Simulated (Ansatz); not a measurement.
**CH3OSe (charge +1): density, localisation and related maps**

| atom | x (Å) | y (Å) | z (Å) |
| --- | --- | --- | --- |
| C | -0.9431 | -0.0826 | -0.7354 |
| Se | 0.5045 | -0.7838 | -0.0263 |
| O | 1.2072 | 0.3927 | 1.0865 |
| H | -1.4832 | -0.7245 | -1.4590 |
| H | -1.3321 | 0.9275 | -0.5103 |
| H | 0.7051 | 1.2414 | 1.1462 |

These are results of RKS revPBE-D4/def2-SVP in Ansatz, not measurements.

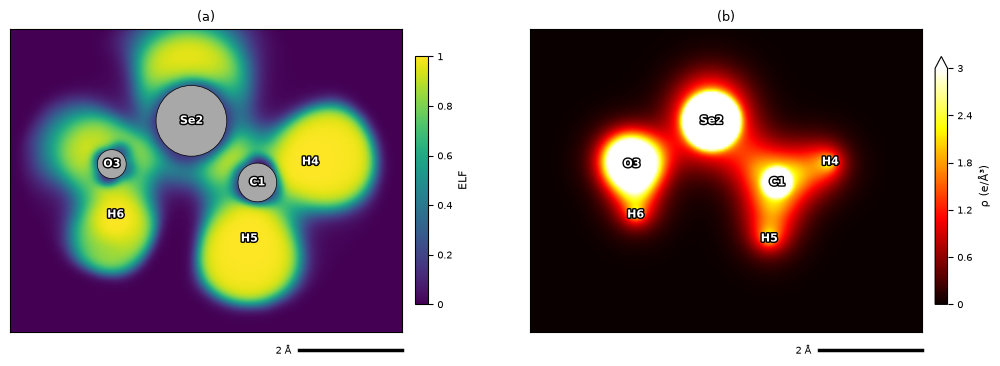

Figure 1. (a) ELF; (b) total electron density on the molecular plane. Grey discs cover the atomic cores in the ELF map.

Question: Interpret the plot.

Answer:
- The plane passes through C, Se, O and H nuclei.
- C–Se (1.76 Å): ρ is about 1.4 e/Å³ halfway; the ELF peaks at about 0.85 between the atoms, as expected for a covalent bond.
- Se–O (1.77 Å): ρ is about 1.1 e/Å³ halfway; the ELF peaks at about 0.80 in the valence shell of O, 0.6 Å from its nucleus, and is about 0.50 at the midpoint.
- O–H (0.99 Å): the density is about 3.6 e/Å³ at the midpoint; the ELF climbs to about 1 towards the hydrogen, as it does in any bond to H (an ordinary covalent bond to hydrogen).
- C–H (1.11 Å): ρ is about 2 e/Å³ halfway; the ELF climbs to about 1 towards the hydrogen: an ordinary covalent bond to hydrogen.
- The ELF also peaks beside O3 and Se2, away from the bonds: lone-pair regions.

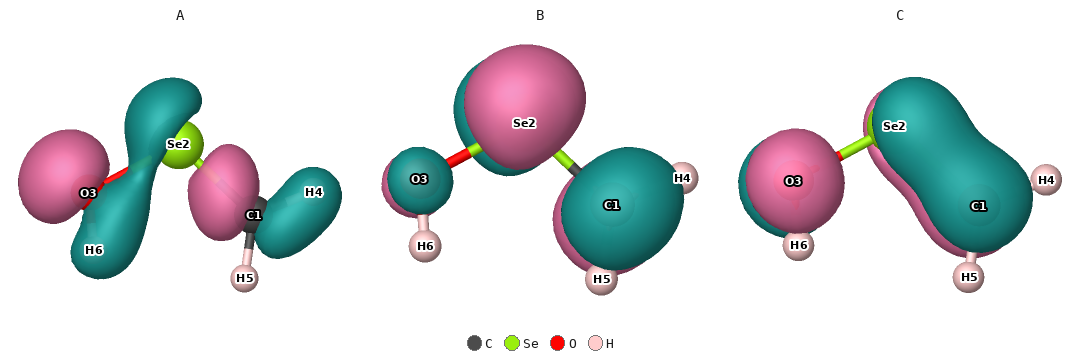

Figure 2. Three frontier orbitals at ±0.15 Å⁻³ᐟ² (teal and pink are the two phases), in no order.

Question: Order the three orbitals by energy and name them.

Answer: A is the HOMO−1 (−15.44 eV). By Hirshfeld shares it lies mainly on O3 (about 55 %), Se2 (about 20 %) and C1 (about 15 %); it is symmetric in the molecular plane (an in-plane orbital: σ, lone-pair or in-plane π type). C is the HOMO (−13.35 eV). It lies mainly on O3 (about 45 %), C1 (about 30 %) and Se2 (about 25 %); it changes sign across the molecular plane (π type); π-bonding across C1–Se2; π-antibonding (a node) across Se2–O3. B is the LUMO (−10.08 eV). Its weight (Hirshfeld) is mainly on C1 (about 45 %), Se2 (about 40 %) and O3 (about 10 %); it changes sign across the molecular plane (π type); π-antibonding (a node) across C1–Se2.

Question: What is the HOMO–LUMO gap?

Answer: 3.27 eV between the orbital energies.
